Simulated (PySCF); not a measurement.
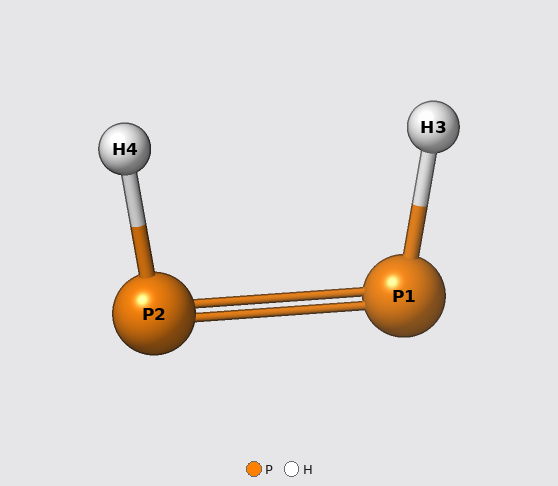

The geometry was computed by an optimisation with GFN2-xTB. No frequency run is at hand to confirm it as a minimum. Properties computed with delta-SCF UKS SCAN, pcX-2 on the ionised atom, pcseg-1 elsewhere, spin-free X2C (PySCF 2.14.0).

Give the core-electron binding energies (to vacuum; p and d levels without spin–orbit splitting) of P1 1s, P1 2p.

| atom | level | binding energy (eV) |
| --- | --- | --- |
| P1 | 1s | 2150.3 |
| P1 | 2p | 137.1 |

The geometry is semi-empirical. Around P such bond lengths and angles can be off by a tenth of an ångström or more and by several degrees, and values that hang on the shape move with them.
